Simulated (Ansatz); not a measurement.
# SiOF (doublet): trial inputs and their diagnosis

3 inputs are run for SiOF (doublet) as typed; the log has to tell whether the result can be used and what must change.

Computed with Ansatz 0.2.0, Gaussian basis. Level: the settings change from run to run.

23 further runs of the same task are left out: 4 for a known fault of the program, 8 that didn't finish, 11 set aside as unsound or not needed.

## Step 1: The system

The geometry is a PBE0/def2-TZVP stationary point (not a proven minimum).

3 atoms, charge 0, spin multiplicity 2.

Atoms are counted from 1 here; the program's logs count them from 0.

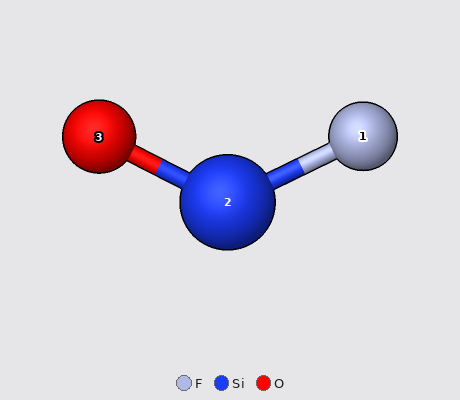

The structure; fluorine light blue, silicon blue, oxygen red; atoms are numbered from 1 in the order of the file.

## Step 2: Attempt 1

File in.yaml:

```yaml
crystal:
  periodic: [false, false, false]
  atoms:
    - {symbol: F, position_ang: [0.300000, 0.432864, 0.204839]}
    - {symbol: Si, position_ang: [0.000000, 0.382864, -0.095161]}
    - {symbol: O, position_ang: [0.000000, -0.340087, -1.431827]}
basis:
  gaussian: {orbitals: cc-pVDZ}
magnetization: {spin_polarized: false, initial_magnetization: 1}
hamiltonian: {xc: hf}
scf: {lower_state_search: light}
output: {forces: true, orbitals: {seedname: orbitals}}
```

Command:

```bash
$ ansatz run in.yaml --threads 1 --pin off --events-out ev --progress --plain --max-ram 2393MiB
```

Log:

```text
Functional definition: HF
  name "HF"
  cite "Fock, Z. Phys. 61, 126 (1930) doi:10.1007/BF01340294"
  parent pbe
  exchange = exact_x
  correlation = 0
451 factors; integrals over basis functions are off by at most 3.3e-4 eV
mean field evaluation 1: about -12026.7592 eV, gradient 7.3e1 eV
mean field evaluation 2: about -12027.4592 eV, gradient 7.4e1 eV
mean field evaluation 4: about -12034.8571 eV, gradient 1.5e1 eV
mean field evaluation 8: about -12035.3509 eV, gradient 1.2e-1 eV
mean field evaluation 16: about -12022.8474 eV, gradient 7.7e1 eV
mean field evaluation 32: about -12031.9070 eV, gradient 6.3e0 eV
mean field -12035.35107502 eV, -442.2909941532 hartree, gradient 2.3e-5 eV, S^2 0.750000; 0 other end points of the search recorded, 0 dependent functions left out
the calculation of the forces begins
reference -12035.35107502 eV, -442.2909941532 hartree; 16, 15 occupied and 30, 31 virtual orbitals, 451 factors
Total energy: -12035.35107502 eV, -442.2909941532 hartree
Atom 0 at     0.300000     0.432864     0.204839 Å, force  2523.029225   412.225576  2507.721616 eV/Å
Atom 1 at     0.000000     0.382864    -0.095161 Å, force -2526.464850  -411.823776 -2509.355662 eV/Å
Atom 2 at     0.000000    -0.340087    -1.431827 Å, force     3.435626    -0.401800     1.634047 eV/Å
Dipole moment:     0.824591     0.231789     0.999049 e Å
```

Wall time 0.6 s (1 thread of Arm Neoverse V1, shared host).

Diagnosis: The run converged, which proves nothing about the input. One atom lies on top of another. The shortest distance is 0.43 Å, against 1.52 Å in the geometry of step 1. Its energy belongs to another geometry. To mend it, restore its position.

## Step 3: Attempt 2

File in.yaml:

```yaml
crystal:
  periodic: [false, false, false]
  atoms:
    - {symbol: F, position_ang: [0.000000, -0.279589, 1.346482]}
    - {symbol: Si, position_ang: [0.000000, 0.382864, -0.095161]}
    - {symbol: O, position_ang: [0.000000, -0.340087, -1.431827]}
basis:
  gaussian: {orbitals: def2-SVP}
magnetization: {spin_polarized: false, initial_magnetization: 1}
correlation: {method: sc_nevpt2, electrons: valence, active_space: {window: {electrons: 1, orbitals: 8}, states: [{multiplicity: 2, weights: [1, 1, 0.5, 1]}]}}
output: {forces: true}
```

Same command.

Log:

```text
Functional definition: HF
  name "HF"
  cite "Fock, Z. Phys. 61, 126 (1930) doi:10.1007/BF01340294"
  parent pbe
  exchange = exact_x
  correlation = 0
713 factors; integrals over basis functions are off by at most 1.8e-7 eV
mean field evaluation 1: about -12594.1602 eV, gradient 4.5e1 eV
mean field evaluation 2: about -12594.1620 eV, gradient 4.5e1 eV
mean field evaluation 4: about -12598.6137 eV, gradient 7.1e0 eV
mean field evaluation 8: about -12598.7994 eV, gradient 6.7e-1 eV
mean field evaluation 16: about -12597.4024 eV, gradient 7.2e0 eV
mean field evaluation 32: about -12597.1042 eV, gradient 8.8e-7 eV
mean field evaluation 64: about -12597.1042 eV, gradient 2.7e-6 eV
mean field -12598.80813217 eV, -462.9976590784 hartree, gradient 3.0e-6 eV, S^2 0.750000; 6 other end points of the search recorded, 0 dependent functions left out
reference -12598.80813217 eV, -462.9976590784 hartree; 16, 15 occupied and 30, 31 virtual orbitals, 713 factors
state -12598.64289497 eV, -462.9915867232 hartree
state -12593.88672249 eV, -462.8168006086 hartree
state -12590.08703512 eV, -462.6771646731 hartree
state -12589.13977688 eV, -462.6423535749 hartree
state -12598.64289497 eV, -462.9915867232 hartree; corrected -12611.01732002 eV, -463.4463384562 hartree
state -12593.88672249 eV, -462.8168006086 hartree; corrected -12606.39361668 eV, -463.2764204925 hartree
state -12590.08703512 eV, -462.6771646731 hartree; corrected -12603.05762800 eV, -463.1538251699 hartree
state -12589.13977688 eV, -462.6423535749 hartree; corrected -12602.11456324 eV, -463.1191681788 hartree
WARN: 4 active orbitals are nearly empty or full. The corrections depend on them more than the energy does, and are more stable in an active space without them
the calculation of the forces begins
Error: an active orbital is full or empty, and SC-NEVPT2 has no forces then: leave it out of the active space
```

It took 3.1 s on 1 thread of Arm Neoverse V1, shared host.

Diagnosis: The run stopped with an error. It says: «an active orbital is full or empty, and SC-NEVPT2 has no forces then: leave it out of the active space». Cure: drop the forces, or choose an active space whose orbitals are all partly filled.

## Step 4: Attempt 3

File in.yaml:

```yaml
crystal:
  periodic: [false, false, false]
  atoms:
    - {symbol: F, position_ang: [0.000000, -0.279589, 1.346482]}
    - {symbol: Si, position_ang: [0.000000, 0.382864, -0.095161]}
    - {symbol: O, position_ang: [0.000000, -0.340087, -1.431827]}
basis:
  gaussian: {orbitals: cc-pVDZ}
magnetization: {spin_polarized: false, initial_magnetization: 1}
correlation: {active_space: {window: {electrons: 3, orbitals: 3}, states: [{multiplicity: 2, irrep: 12, weights: [1]}]}}
accuracy: high
```

Same command.

Log:

```text
Functional definition: HF
  name "HF"
  cite "Fock, Z. Phys. 61, 126 (1930) doi:10.1007/BF01340294"
  parent pbe
  exchange = exact_x
  correlation = 0
the irreps are read with x along [0.000, 1.000, 0.000], y along [0.000, 0.000, 1.000] and z along [1.000, 0.000, 0.000] of the geometry given
895 factors; integrals over basis functions are off by at most 3.1e-9 eV
mean field evaluation 1: about -12600.5335 eV, gradient 4.5e1 eV
mean field evaluation 2: about -12600.5765 eV, gradient 4.5e1 eV
mean field evaluation 4: about -12605.0057 eV, gradient 7.0e0 eV
mean field evaluation 8: about -12605.1724 eV, gradient 1.1e0 eV
mean field evaluation 16: about -12605.2048 eV, gradient 1.3e-8 eV
mean field evaluation 32: about -12605.2046 eV, gradient 9.2e-2 eV
mean field evaluation 64: about -12600.0171 eV, gradient 3.3e1 eV
mean field evaluation 96: about -12603.4182 eV, gradient 3.8e-1 eV
mean field -12605.20484119 eV, -463.2327337989 hartree, gradient 2.5e-8 eV, S^2 0.750000; 6 other end points of the search recorded, 0 dependent functions left out
reference -12605.20484119 eV, -463.2327337989 hartree; 16, 15 occupied and 30, 31 virtual orbitals, 895 factors
Error: the irrep 12 is not accepted for these orbitals, which take A', A'', or 1 to 2
```

Wall time 1.5 s (1 thread of Arm Neoverse V1, shared host).

What is wrong: The run stopped with an error. The symmetry label isn't in the molecule's group. Fix: name an irrep that the log lists.

## Step 5: Summary

```csv
attempt,level,ended,cause,time
1,HF/cc-pVDZ,converged,one atom lies on top of another,0.6 s
2,"NEVPT2(1,8)/def2-SVP",stopped by an error,"an active orbital is full or empty, and SC-NEVPT2 has no forces then: leave it out of the active space",3.1 s
3,"CASSCF(3,3)/cc-pVDZ",stopped by an error,the symmetry label isn't in the molecule's group,1.5 s
```

1 converged, 2 stopped by an error. The input that converges on a wrong geometry or spin is the dangerous one: no error points at it, so geometry and ⟨S²⟩ have to be checked.
